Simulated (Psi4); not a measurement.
**HfH4O4 (SMILES O[Hf](O)(O)O): B2PLYP/def2-SVP (core potential, density fitting for correlation)**

Aim: the vertical ionisation energy of HfH4O4 at B2PLYP/def2-SVP (core potential, density fitting for correlation), from 2 runs. 

The calculation is run with Psi4 1.11.

**1. The system as given**

HfH4O4: 9 atoms, total charge 0, spin state singlet. SMILES: `O[Hf](O)(O)O`. Geometry: relaxed at PBE0-D4/def2-TZVP. This is one conformer, not always the lowest.

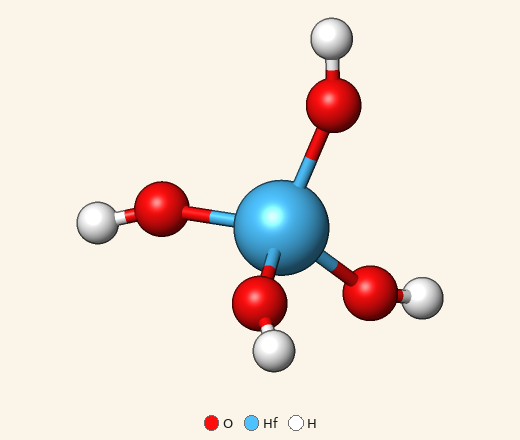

The structure, seen from a chosen angle (oxygen red, hafnium blue, hydrogen white).

**2. A single-point energy at B2PLYP/def2-SVP (core potential, density fitting for correlation)**

job.in reads:

```
memory 2200 MB

molecule mol {
  0 1
  O     -0.465480     0.093230     1.875660
  Hf    -0.000030    -0.000030    -0.000040
  O      1.882280     0.386640    -0.225910
  O     -0.373310    -1.778130    -0.665360
  O     -1.043620     1.298150    -0.984570
  H     -0.650000    -0.255480     2.740830
  H      2.637200     0.928630    -0.427210
  H     -0.213580    -2.562040    -1.179310
  H     -1.773460     1.889040    -1.134080
  symmetry c1
  no_reorient
  no_com
}

set {
  basis                def2-SVP
  reference            rks
  puream               true
  e_convergence        1e-09
  d_convergence        1e-08
  scf_type             pk
  dft_radial_points    99
  dft_spherical_points 590
  num_frozen_docc      4
}

e, wfn = energy('b2plyp', return_wfn=True)
print_variables()
```

Launch:

```
psi4 -n 1 job.in job.out
```

job.out:

```text
[...]
    !!!  WARNING: ECP capability is in beta. Please check occupations closely.  !!!
[...]
  Running in c1 symmetry.
[...]
  Nuclear repulsion =  209.799067165446104
[...]
  Multiplicity = 1
[...]
  Nalpha       = 24
  Nbeta        = 24
[...]
    Number of basis functions: 108
[...]
   @RKS iter   1:  -350.08020215934550   -1.00678e+00   1.10818e-02 ADIIS/DIIS
[...]
   @RKS iter  12:  -350.63330057203297    3.41061e-13   1.92774e-09 DIIS
[...]
    Orbital Energies [Eh]
    ---------------------
    Doubly Occupied:
       1A    -19.698224     2A    -19.698129     3A    -19.698127
       4A    -19.698123     5A     -2.649275     6A     -1.436091
       7A     -1.436089     8A     -1.435906     9A     -1.073441
      10A     -1.054185    11A     -1.053782    12A     -1.053777
      13A     -0.570439    14A     -0.551993    15A     -0.551989
      16A     -0.551802    17A     -0.414520    18A     -0.412574
      19A     -0.388248    20A     -0.388243    21A     -0.387140
      22A     -0.369417    23A     -0.364763    24A     -0.364760
[...]
  @RKS Final Energy:  -350.63330057203297
   => Energetics <=
    Nuclear Repulsion Energy =            209.7990671654461039
    One-Electron Energy =                -915.8352907327516732
    Two-Electron Energy =                 375.5234567801086314
    DFT Exchange-Correlation Energy =     -20.1205337848360415
    Empirical Dispersion Energy =           0.0000000000000000
    VV10 Nonlocal Energy =                  0.0000000000000000
    Total Energy =                       -350.6333005720329652
[...]
 Multipole Moments:
 ------------------------------------------------------------------------------------
     Multipole            Electronic (a.u.)      Nuclear  (a.u.)        Total (a.u.)
 ------------------------------------------------------------------------------------
 L = 1.  Multiply by 2.5417464519 to convert [e a0] to [Debye]
 Dipole X            :          0.0025692           -0.0023433            0.0002259
 Dipole Y            :          0.0022340           -0.0020598            0.0001742
 Dipole Z            :          0.0035329           -0.0031936            0.0003393
 Magnitude           :                                                    0.0004433
[...]
```

Wall time 15 s (1 thread of AMD EPYC 9R45 (Zen 5), shared host); peak memory 1 GiB.

**3. The doublet cation, same level**

job.json reads:

```json
{
  "schema_name": "qcschema_input",
  "schema_version": 1,
  "molecule": {
    "schema_name": "qcschema_molecule",
    "schema_version": 2,
    "symbols": ["O", "Hf", "O", "O", "O", "H", "H", "H", "H"],
    "geometry": [-0.87962972, 0.17617917, 3.5444837, -5.669e-05, -5.669e-05, -7.559e-05, 3.55699369, 0.73064371, -0.42690803, -0.70545366, -3.36017871, -1.25734817, -1.97215598, 2.45314797, -1.86056765, -1.22832198, -0.48278723, 5.17941805, 4.98358574, 1.75485637, -0.8073099, -0.40360771, -4.84155392, -2.22857292, -3.35135369, 3.56976824, -2.1431006],
    "molecular_charge": 1,
    "molecular_multiplicity": 2,
    "fix_symmetry": "c1",
    "fix_com": true,
    "fix_orientation": true
  },
  "driver": "energy",
  "model": {
    "method": "b2plyp",
    "basis": "def2-SVP"
  },
  "keywords": {
    "reference": "uks",
    "puream": true,
    "e_convergence": 1e-09,
    "d_convergence": 1e-08,
    "scf_type": "pk",
    "dft_radial_points": 99,
    "dft_spherical_points": 590,
    "num_frozen_docc": 4,
    "maxiter": 100
  }
}
```

Launch:

```
psi4 --qcschema job.json -n 1 --memory 2200MB
```

stdout:

```text
[...]
    !!!  WARNING: ECP capability is in beta. Please check occupations closely.  !!!
[...]
  Running in c1 symmetry.
[...]
  Nuclear repulsion =  209.799067305455594
[...]
  Multiplicity = 2
[...]
  Nalpha       = 24
  Nbeta        = 23
[...]
    Number of basis functions: 108
[...]
   @UKS iter   1:  -349.83589008485654   -8.07438e-01   9.25743e-03 ADIIS/DIIS
[...]
   @UKS iter  32:  -350.24272270134804   -4.43379e-11   8.77677e-09 DIIS
[...]
   @S^2 Observed:                7.976298567E-01
[...]
    Orbital Energies [Eh]
    ---------------------
    Alpha Occupied:
       1A    -20.023988     2A    -20.023830     3A    -19.887180
       4A    -19.887128     5A     -2.872288     6A     -1.669824
       7A     -1.660417     8A     -1.654170     9A     -1.382502
      10A     -1.369749    11A     -1.246784    12A     -1.237765
      13A     -0.855657    14A     -0.845049    15A     -0.752221
      16A     -0.741205    17A     -0.737450    18A     -0.722297
      19A     -0.692634    20A     -0.682788    21A     -0.585554
      22A     -0.573158    23A     -0.569931    24A     -0.550138
    Alpha Virtual:
      25A     -0.144625    26A     -0.118123    27A     -0.112749
[...]
  @UKS Final Energy:  -350.24272270134804
   => Energetics <=
    Nuclear Repulsion Energy =            209.7990673054555941
    One-Electron Energy =                -904.4847494583871139
    Two-Electron Energy =                 364.3810513261258279
    DFT Exchange-Correlation Energy =     -19.9380918745422697
    Empirical Dispersion Energy =           0.0000000000000000
    VV10 Nonlocal Energy =                  0.0000000000000000
    Total Energy =                       -350.2427227013480433
[...]
 Multipole Moments:
 ------------------------------------------------------------------------------------
     Multipole            Electronic (a.u.)      Nuclear  (a.u.)        Total (a.u.)
 ------------------------------------------------------------------------------------
 L = 1.  Multiply by 2.5417464519 to convert [e a0] to [Debye]
 Dipole X            :         -0.8272010           -0.0023433           -0.8295443
 Dipole Y            :         -0.2800198           -0.0020597           -0.2820795
 Dipole Z            :         -0.9630289           -0.0031937           -0.9662226
 Magnitude           :                                                    1.3043384
[...]
```

The result, in JSON:

```text
{
 "driver": "energy",
 "model": {
  "method": "b2plyp",
  "basis": "def2-SVP"
 },
 "success": true,
 "return_result": -350.5678538916283,
 "properties": {
  "calcinfo_nbasis": 108,
  "calcinfo_nmo": 108,
  "calcinfo_nalpha": 24,
  "calcinfo_nbeta": 23,
  "calcinfo_natom": 9,
  "nuclear_repulsion_energy": 209.7990673054556,
  "return_energy": -350.5678538916283,
  "scf_one_electron_energy": -904.4847494583871,
  "scf_two_electron_energy": 364.3810513261258,
  "scf_xc_energy": -19.93809187454227,
  "scf_dipole_moment": [-0.8295443210946578, -0.28207948456987264, -0.9662225535543096],
  "scf_total_energy": -350.24272270134804,
  "scf_iterations": 32
 }
}
```

Wall time 52 s (1 thread of AMD EPYC 9R45 (Zen 5), shared host); peak memory 1 GiB.

**4. Results**

At B2PLYP/def2-SVP (core potential, density fitting for correlation), 4 core orbitals frozen:

| quantity | value |
| --- | --- |
| singlet HfH4O4: total energy | -350.95722 Eh |
| singlet HfH4O4: HOMO energy (SCF part's orbitals) | -9.93 eV |
| singlet HfH4O4: LUMO energy (SCF part's orbitals) | 0.98 eV |
| singlet HfH4O4: HOMO–LUMO gap (SCF part's orbitals) | 10.91 eV |
| doublet cation: total energy | -350.56785 Eh |
| doublet cation: HOMO energy (SCF part's orbitals) (highest over α and β) | -14.90 eV |
| doublet cation: LUMO energy (SCF part's orbitals) (lowest over α and β) | -11.37 eV |
| doublet cation: ⟨S²⟩ | 0.798 |
| vertical ionisation energy (to the doublet cation) | 10.595 eV |

In words: The vertical ionisation energy comes to 10.60 eV (244 kcal/mol). The negative HOMO energy of the first species, 9.93 eV, lies 0.67 eV below that difference.
